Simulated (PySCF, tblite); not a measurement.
# C₄H₄F₂: circular dichroism and optical rotation, excited states

Aim: compute the circular dichroism and optical rotation, excited states of C₄H₄F₂ (`C=C(F)C(=C)F`).

Programs: tblite 0.8.0 and PySCF 2.14.0, with routines of our own; each step states its level. All values are computed. Atoms count from 0.

## 1. The system as given

10 atoms, charge 0, multiplicity 1; geometry from: force field or distance geometry start.

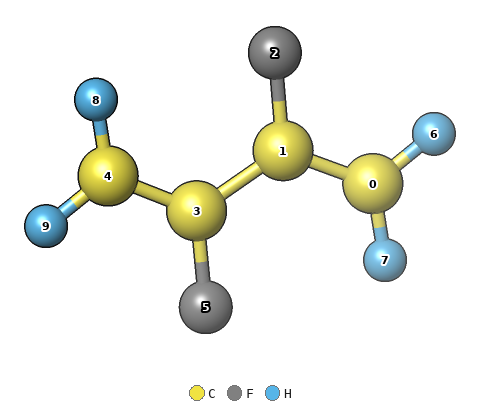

The starting geometry (carbon yellow, fluorine grey, hydrogen blue).

## 2. Geometry optimisation with GFN2-xTB

The job: settings as JSON, then the geometry in Å.

```
{"job": {"kind": "relax", "xc": "GFN2-xTB", "basis": "xTB"}, "charge": 0, "multiplicity": 1}
C      1.850400     0.012200     0.309400
C      0.562300    -0.104500     0.682700
F      0.328200    -0.465900     1.977400
C     -0.568900     0.116100    -0.178800
C     -1.843900    -0.017200     0.219400
F     -0.324900     0.461200    -1.454500
H      2.642300    -0.162700     1.015500
H      2.115800     0.300100    -0.698300
H     -2.105500    -0.299000     1.225900
H     -2.646800     0.164200    -0.492600
```

Run with:

```sh
$ OMP_NUM_THREADS=1 python excited_run.py task.json out
```

The driver reads the jobs from task.json and runs them one after another.

The log of the run:

```text
step      E/eV     max force
  0    -544.39739    1.945
  1    -544.43829    1.243
  2    -544.46027    0.403
  3    -544.46737    0.288
  4    -544.47390    0.138
  5    -544.47508    0.117
  6    -544.47608    0.078
  7    -544.47653    0.084
  8    -544.47683    0.052
  9    -544.47701    0.038
 10    -544.47715    0.036
 11    -544.47721    0.026
 12    -544.47726    0.026
 13    -544.47733    0.027
 14    -544.47739    0.031
 15    -544.47743    0.017
 16    -544.47744    0.011
 17    -544.47745    0.011
 18    -544.47746    0.015
 19    -544.47747    0.011
 20    -544.47747    0.004
```

Run time: 0.07 s. Hardware: 1 thread of Arm Neoverse V1, shared host.

Along the way:

| step | energy from step 0 (eV) | largest force (eV/Å) |
| --- | --- | --- |
| 0 | 0.0000 | 1.9451 |
| 1 | -0.0409 | 1.2425 |
| 2 | -0.0629 | 0.4030 |
| 3 | -0.0700 | 0.2883 |
| 4 | -0.0765 | 0.1382 |
| 5 | -0.0777 | 0.1171 |
| 6 | -0.0787 | 0.0785 |
| 7 | -0.0791 | 0.0838 |
| 8 | -0.0794 | 0.0520 |
| 9 | -0.0796 | 0.0379 |
| 10 | -0.0798 | 0.0357 |
| 11 | -0.0798 | 0.0265 |
| 12 | -0.0799 | 0.0260 |
| 13 | -0.0799 | 0.0269 |
| 14 | -0.0800 | 0.0314 |
| 15 | -0.0800 | 0.0173 |
| 16 | -0.0801 | 0.0112 |
| 17 | -0.0801 | 0.0112 |
| 18 | -0.0801 | 0.0150 |
| 19 | -0.0801 | 0.0112 |
| 20 | -0.0801 | 0.0036 |

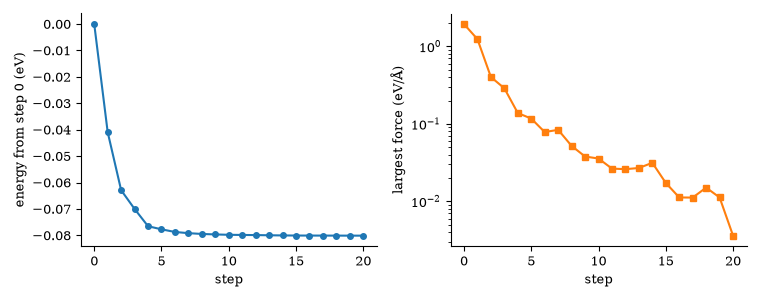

Energy and largest force along the relaxation.

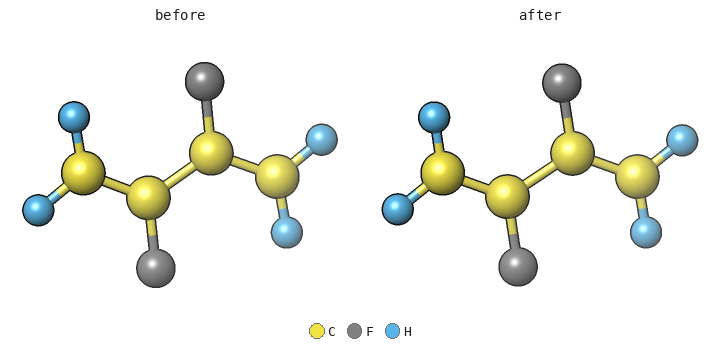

Before and after, at one scale.

Close pairs (by a distance rule), those that changed most:

| bond | before (Å) | after (Å) | change (Å) |
| --- | --- | --- | --- |
| C0–C1 | 1.346 | 1.326 | -0.020 |
| C1–C3 | 1.439 | 1.459 | +0.020 |
| C3–C4 | 1.342 | 1.326 | -0.016 |
| C4–H9 | 1.088 | 1.074 | -0.014 |
| C1–F2 | 1.364 | 1.351 | -0.013 |
| C0–H7 | 1.081 | 1.074 | -0.008 |
| C3–F5 | 1.344 | 1.351 | +0.007 |
| C4–H8 | 1.077 | 1.074 | -0.004 |

The next job starts from the end point, and lists it.

## 3. Infrared spectrum with GFN2-xTB

The job: settings as JSON, then the geometry in Å.

```
{"job": {"kind": "ir", "xc": "GFN2-xTB", "basis": "xTB"}, "charge": 0, "multiplicity": 1}
C      1.855582     0.017834     0.307402
C      0.588509    -0.104766     0.678319
F      0.282097    -0.457500     1.945941
C     -0.587130     0.105775    -0.159146
C     -1.853520    -0.016505     0.214413
F     -0.281718     0.457632    -1.427204
H      2.656155    -0.159745     1.001621
H      2.103134     0.297852    -0.698948
H     -2.098252    -0.295906     1.221759
H     -2.655974     0.159982    -0.477921
```

The log of the run:

```text
mode    cm-1     km/mol
  1      77.5      7.84
  2     220.4      5.16
  3     328.7      4.21
  4     350.6      0.00
  5     463.3     14.38
  6     475.5      0.00
  7     626.4      0.00
  8     701.7      7.16
  9     727.8      0.00
 10     793.2      0.00
 11     873.4     79.08
 12     882.6      0.02
 13     928.5     57.29
 14     929.2      2.25
 15    1131.4    197.95
 16    1287.9      0.00
 17    1358.5      7.56
 18    1370.8      0.00
 19    1675.5    102.58
 20    1679.1      0.18
 21    3136.3      0.37
 22    3137.1      2.41
 23    3178.4      3.00
 24    3179.3      6.88
```

Run time: 0.16 s. Hardware: 1 thread of Arm Neoverse V1, shared host.

Which atoms move in the most intense modes:

| cm⁻¹ | km/mol | atoms |
| --- | --- | --- |
| 78 | 7.8 | F2 23 %, F5 22 %, C4 20 %, C0 20 % |
| 463 | 14.4 | F2 16 %, F5 16 %, C1 12 %, C3 12 % |
| 702 | 7.2 | H7 24 %, H8 24 %, H6 19 %, H9 18 % |
| 873 | 79.1 | H7 20 %, H6 19 %, H8 19 %, H9 18 % |
| 928 | 57.3 | H7 21 %, F2 18 %, C0 15 %, H6 11 % |
| 1131 | 197.9 | C1 26 %, C3 26 % |
| 1358 | 7.6 | H7 23 %, H8 23 %, H6 22 %, H9 21 % |
| 1676 | 102.6 | C3 27 %, C4 24 %, C1 23 %, C0 21 % |

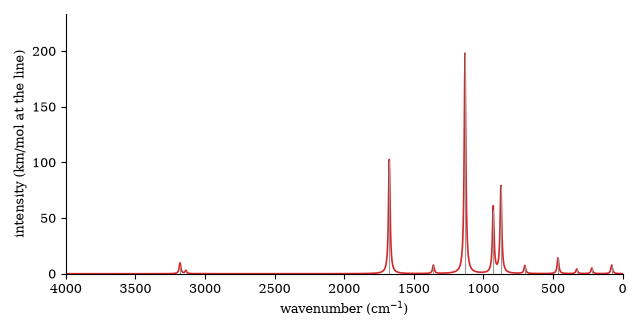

The infrared spectrum from these modes, unscaled. Lines are broadened to a width of 14 cm⁻¹ (Lorentzian).

## 4. Geometry optimisation at PBE0-D3(BJ)/def2-SVP

Settings changed since step 3:

```diff
@@ -1,2 +1,2 @@
-{"job": {"kind": "ir", "xc": "GFN2-xTB", "basis": "xTB"}, "charge": 0, "multiplicity": 1}
+{"job": {"xc": "PBE0", "basis": "def2-SVP", "d3": "d3bj", "grid": 1, "kind": "geom"}, "charge": 0, "multiplicity": 1}
 C      1.855582     0.017834     0.307402
```

The log of the run:

```text
step   0  E = -353.82785028  max force = 0.015747
step   1  E = -353.82209304  max force = 0.020195
step   2  E = -353.82685415  max force = 0.010546
step   3  E = -353.82852546  max force = 0.006586
step   4  E = -353.82912341  max force = 0.002931
step   5  E = -353.82919728  max force = 0.002725
step   6  E = -353.82923890  max force = 0.001368
step   7  E = -353.82925190  max force = 0.000581
step   8  E = -353.82925777  max force = 0.000161
optimisation converged
```

It took 23 s on 1 thread of Arm Neoverse V1, shared host.

Along the way: (the energy doesn't fall at every step)

| step | energy from step 0 (eV) | largest force component (eV/Å) |
| --- | --- | --- |
| 0 | 0.0000 | 0.8097 |
| 1 | 0.1567 | 1.0385 |
| 2 | 0.0271 | 0.5423 |
| 3 | -0.0184 | 0.3387 |
| 4 | -0.0346 | 0.1507 |
| 5 | -0.0367 | 0.1401 |
| 6 | -0.0378 | 0.0703 |
| 7 | -0.0381 | 0.0299 |
| 8 | -0.0383 | 0.0083 |

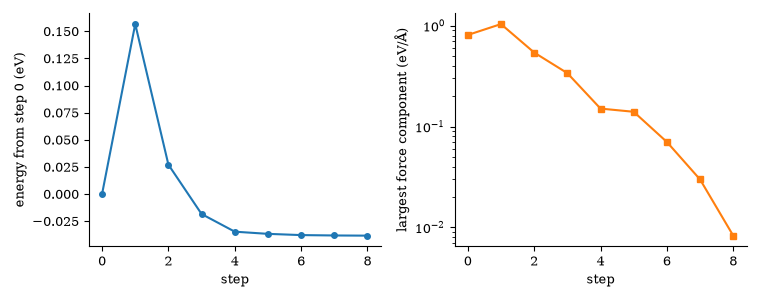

Energy and force, step by step.

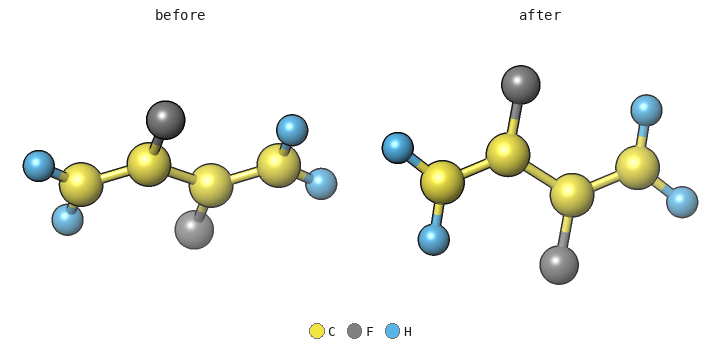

Before and after, at one scale.

Distances of close pairs at the start and the end, largest changes first:

| bond | before (Å) | after (Å) | change (Å) |
| --- | --- | --- | --- |
| C1–F2 | 1.351 | 1.333 | -0.018 |
| C3–F5 | 1.351 | 1.333 | -0.018 |
| C0–H6 | 1.074 | 1.090 | +0.016 |
| C4–H9 | 1.074 | 1.090 | +0.016 |
| C0–H7 | 1.074 | 1.089 | +0.015 |
| C4–H8 | 1.074 | 1.089 | +0.015 |
| C0–C1 | 1.326 | 1.332 | +0.007 |
| C3–C4 | 1.326 | 1.333 | +0.007 |

The next job starts from the end point, and lists it.

| at the end point | value |
| --- | --- |
| point group (found at 0.08 Å tolerance) | C2h |
| rotational constants (GHz, main isotopes) | 5.374, 3.490, 2.116 |
| dipole moment (D) | 0.00 |

## 5. Circular dichroism and optical rotation: TDDFT BHandHLYP/def2-SVPD

The job: settings as JSON, then the geometry in Å.

```
{"job": {"kind": "ecd", "xc": "BHandHLYP", "basis": "def2-SVPD", "nstates": 12}, "charge": 0, "multiplicity": 1}
C      1.843080     0.046199     0.484027
C      0.572030    -0.346267     0.560402
F      0.225015    -1.451008     1.221313
C     -0.569537     0.345447    -0.039933
C     -1.841067    -0.045780     0.035846
F     -0.221916     1.450157    -0.700507
H      2.630148    -0.535494     0.964721
H      2.093587     0.953611    -0.062827
H     -2.094459    -0.952811     0.582007
H     -2.626886     0.537207    -0.445243
```

Method: TDDFT BHandHLYP/def2-SVPD circular dichroism and optical rotation, one conformer, gas phase.

The log of the run:

```text
coarse grid: 9000 points
cycle   1  E = -353.9321716249  dE =  9.052e-01  |g| = 6.179e-01  |ddm| = 4.997e+00
cycle   2  E = -353.9214814119  dE =  1.069e-02  |g| = 6.918e-01  |ddm| = 1.402e+00
cycle   3  E = -354.0087943523  dE = -8.731e-02  |g| = 4.984e-02  |ddm| = 8.837e-01
cycle   4  E = -354.0094301528  dE = -6.358e-04  |g| = 1.740e-02  |ddm| = 1.301e-01
cycle   5  E = -354.0094959997  dE = -6.585e-05  |g| = 7.457e-03  |ddm| = 4.597e-02
cycle   6  E = -354.0095072662  dE = -1.127e-05  |g| = 1.344e-03  |ddm| = 8.102e-03
cycle   7  E = -354.0095077014  dE = -4.352e-07  |g| = 3.101e-04  |ddm| = 2.611e-03
final grid: 89528 points
cycle   8  E = -354.0458517657  dE = -1.407e-05  |g| = 2.939e-03  |ddm| = 6.089e-02
cycle   9  E = -354.0458517693  dE = -3.662e-09  |g| = 3.167e-03  |ddm| = 8.142e-03
cycle  10  E = -354.0458534842  dE = -1.715e-06  |g| = 2.076e-04  |ddm| = 2.828e-03
cycle  11  E = -354.0458534926  dE = -8.380e-09  |g| = 7.937e-05  |ddm| = 3.293e-04
cycle  12  E = -354.0458534941  dE = -1.516e-09  |g| = 1.933e-05  |ddm| = 1.391e-04
cycle  13  E = -354.0458534942  dE = -9.004e-11  |g| = 4.655e-06  |ddm| = 3.818e-05
converged SCF energy = -354.0458534942

Singlet excitations and rotatory strengths (1e-40 esu^2 cm^2)
state   eV       nm     f(len)   f(vel)    R(len)    R(vel)   main configurations
  1   5.9971   206.7  0.70842  0.69193     0.003     0.002   H->L 0.98
  2   7.0676   175.4  0.00000  0.00000    -0.028    -0.027   H->L+1 0.95
  3   7.4576   166.3  0.00000  0.00000     0.005     0.005   H-1->L 0.97
  4   7.7497   160.0  0.03458  0.05403    -0.003    -0.004   H->L+2 0.87
  5   8.0590   153.8  0.04610  0.05440     0.028     0.030   H->L+3 0.54, H->L+6 0.29, H-1->L+1 0.09
  6   8.4410   146.9  0.00060  0.00072     0.002     0.002   H-2->L 0.76, H->L+6 0.11
  7   8.5249   145.4  0.00000  0.00000    -0.006    -0.006   H->L+4 0.79
  8   8.5296   145.4  0.00125  0.00077    -0.001    -0.000   H->L+6 0.41, H->L+3 0.32, H-2->L 0.19
  9   8.8353   140.3  0.00000  0.00000    -0.000    -0.004   H->L+5 0.96
 10   9.0688   136.7  0.00000  0.00000     0.001     0.001   H->L+7 0.79, H-1->L+6 0.08
 11   9.1872   135.0  0.01967  0.02211     0.008     0.008   H-1->L+1 0.82
 12   9.3282   132.9  0.00013  0.00025     0.001     0.002   H-3->L 0.93

Specific rotation (deg / (dm g/mL))
    nm     length   length(OI)   velocity    alpha(len)  alpha(vel)
  633.0       0.00       0.00       0.00       56.298     56.271
  589.3       0.00       0.00       0.00       56.699     56.670
  546.0       0.00       0.00       0.00       57.212     57.180
  436.0       0.01       0.00      -0.00       59.490     59.442
  405.0       0.00       0.00      -0.00       60.620     60.564
  365.0       0.00      -0.00      -0.01       62.752     62.676
  355.0       0.00      -0.00      -0.01       63.466     63.383
```

Wall time 26 s (1 thread of Arm Neoverse V1, shared host); peak memory 0.65 GiB.

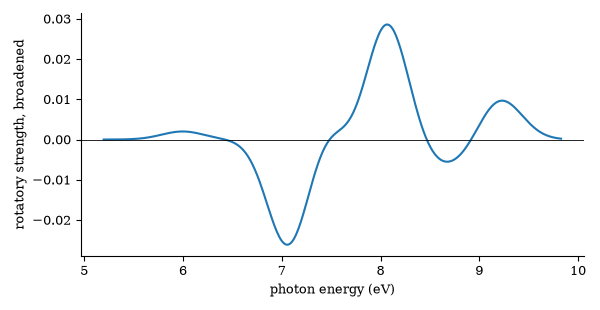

Circular dichroism: velocity-form rotatory strengths under Gaussians of 0.3 eV half-width at 1/e.

## 6. Excited states: TDA BHandHLYP/def2-SVP

Settings changed since step 5:

```diff
@@ -1,2 +1,2 @@
-{"job": {"kind": "ecd", "xc": "BHandHLYP", "basis": "def2-SVPD", "nstates": 12}, "charge": 0, "multiplicity": 1}
+{"job": {"kind": "states", "xc": "BHandHLYP", "basis": "def2-SVP", "tda": true, "soc": true, "nstates": 6, "ntriplets": 5, "nquad": 4}, "charge": 0, "multiplicity": 1}
 C      1.843080     0.046199     0.484027
```

With the program's defaults for keys left out, this is: TDA BHandHLYP/def2-SVP excited states, vertical, gas phase, spin-orbit mean-field couplings.

The log of the run:

```text
coarse grid: 9000 points
cycle   1  E = -353.9002873129  dE =  9.074e-01  |g| = 6.673e-01  |ddm| = 3.352e+00
cycle   2  E = -353.8880029223  dE =  1.228e-02  |g| = 7.392e-01  |ddm| = 1.048e+00
cycle   3  E = -353.9870821131  dE = -9.908e-02  |g| = 4.900e-02  |ddm| = 5.836e-01
cycle   4  E = -353.9876831371  dE = -6.010e-04  |g| = 2.120e-02  |ddm| = 7.906e-02
cycle   5  E = -353.9877825404  dE = -9.940e-05  |g| = 6.820e-03  |ddm| = 2.606e-02
cycle   6  E = -353.9877924470  dE = -9.907e-06  |g| = 1.386e-03  |ddm| = 7.350e-03
final grid: 89528 points
cycle   7  E = -354.0241207076  dE = -1.209e-05  |g| = 2.349e-03  |ddm| = 1.460e-02
cycle   8  E = -354.0241206061  dE =  1.015e-07  |g| = 2.601e-03  |ddm| = 4.071e-03
cycle   9  E = -354.0241217915  dE = -1.185e-06  |g| = 1.323e-04  |ddm| = 1.947e-03
cycle  10  E = -354.0241217945  dE = -2.976e-09  |g| = 9.572e-05  |ddm| = 2.289e-04
cycle  11  E = -354.0241217967  dE = -2.222e-09  |g| = 2.027e-05  |ddm| = 9.244e-05
cycle  12  E = -354.0241217968  dE = -1.023e-10  |g| = 3.574e-06  |ddm| = 2.502e-05
converged SCF energy = -354.0241217968

Singlet excitations
state   eV       nm        f     d(h-e)  d(exc)  Lambda  PR(NTO)  |dmu|/D   mu/D   main configurations
  1   6.7136   184.7   1.09932   0.000   2.761   0.868   1.096    0.001    0.002   H->L 0.95
  2   7.8010   158.9   0.00000   0.000   2.893   0.849   1.262    0.001    0.000   H-1->L 0.88, H->L+3 0.10
  3   8.3132   149.1   0.00136   0.001   2.848   0.456   1.173    0.003    0.002   H->L+1 0.75, H->L+4 0.14
  4   8.5239   145.5   0.00219   0.001   2.488   0.500   1.119    0.002    0.001   H-2->L 0.93
  5   8.8697   139.8   0.00000   0.007   3.125   0.414   1.170                     H->L+2 0.81, H->L+5 0.10
  6   9.1962   134.8   0.00000   0.001   2.908   0.430   1.663                     H->L+5 0.60, H-1->L+1 0.23, H->L+2 0.12

Triplet excitations (Tamm-Dancoff)
state   eV     d(h-e)  d(exc)  Lambda  PR(NTO)   main configurations
  1   3.2012   0.000   2.430   0.878   1.136   H->L 0.93
  2   4.8398   0.000   2.009   0.846   1.593   H-1->L 0.74, H->L+3 0.24
  3   7.9922   0.000   2.757   0.454   1.159   H->L+1 0.74, H->L+4 0.14
  4   8.0779   0.001   2.469   0.502   1.057   H-2->L 0.93
  5   8.2736   0.000   3.018   0.842   1.605   H->L+3 0.75, H-1->L 0.25
S1 - T1 = 3.5124 eV

Spin-orbit couplings |<S|Hso|T>| (cm-1)
             T1       T2       T3       T4       T5
S0        0.002    0.209    0.013    0.047    0.327
S1        0.009    0.001    7.521   15.584    0.002
S2        0.003    0.006    0.003    0.022    0.018
S3        8.577    0.010    0.005    0.975    0.004
S4       14.749    0.020    0.437    2.735    0.012
S5        0.013    5.014    0.008    0.001    1.443
S6        0.006    5.912    0.008    0.004    1.708
T1 sublevels (cm-1): 0.000 0.001 0.001   radiative rates (1/s): 0.0322 0.00141 0.000248
```

Run time: 8 s. Hardware: 1 thread of Arm Neoverse V1, shared host.

In short:

| quantity | value |
| --- | --- |
| S1 less T1 | 3.51 eV |

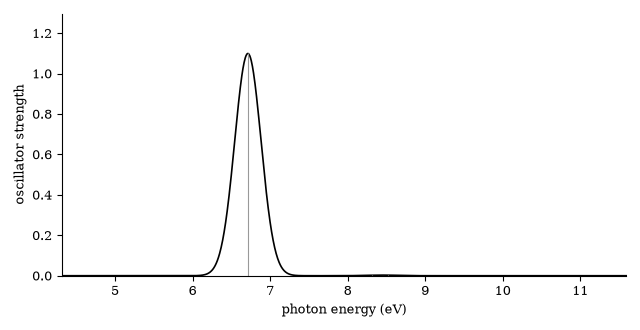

Absorption lines of the singlets. Lines are broadened to a width of 0.40 eV (Gaussian).

## 7. Summary of results

| quantity | value |
| --- | --- |
| strongest single infrared mode (GFN2-xTB) | 1131 cm⁻¹, 198 km/mol |
| zero-point energy (GFN2-xTB) | 42.2 kcal/mol |
| point group | C2h |
| rotational constants (main isotopes) | 5.37, 3.49, 2.12 GHz |
| state of largest rotatory strength (velocity form) among 12 (step 5, TDDFT BHandHLYP/def2-SVPD) | 8.06 eV, R = +0.0 (velocity), +0.0 (length) ·10⁻⁴⁰ esu² cm² |
| specific rotation at 633.0 nm (step 5, TDDFT BHandHLYP/def2-SVPD) | 0.0 (velocity), 0.0 (length) |
| S1 less T1 (step 6, TDA BHandHLYP/def2-SVP) | 3.51 eV |

In words: All 24 modes are real, so the xTB geometry is a minimum. The strongest single mode, at 1131 cm⁻¹, is spread over many atoms; the largest shares are those of C1, C3. Unscaled tight-binding wavenumbers are off by several per cent, some by more. Its intensities can rank the bands wrongly. The optimisation took 8 steps and gained 0.038 eV; among the close pairs (by a distance rule), C1–F2 changed most, from 1.351 to 1.333 Å (PBE0/def2-SVP). No frequency check was run at this level, so the end point may be a saddle. The geometry is achiral, so these rotations and rotatory strengths are numerical residue. In step 6, the number of triplets below S1 is 2, and the largest singlet-triplet spin-orbit coupling is S1–T4, 15.58 cm⁻¹.
